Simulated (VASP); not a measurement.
Band structure of PbS (rock salt). Method: PBE GGA, VASP's PBE PAW potentials (set 64) (plane waves; VASP).

Unless said otherwise, spin-orbit coupling is left out, though it shifts the bands of the heavy elements here.

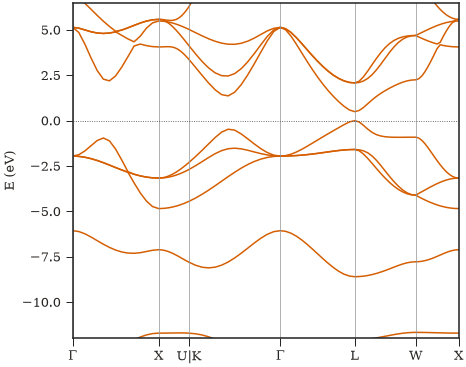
Fig. 1. Bands along high-symmetry lines, zero at the valence-band maximum or, without a gap, the Fermi level

### Question
Read the plot: is there a gap, and where are the band edges?

### Answer
The gap is direct, 0.49 eV, from the valence maximum at L to the conduction minimum at L. (Edges off the drawn lines would not show.)

Measured: gap 0.37 eV (computed value off by +0.12 eV), as given by Wikipedia, List of semiconductor materials.

The compound is PbS in the rock salt structure. It was relaxed first.
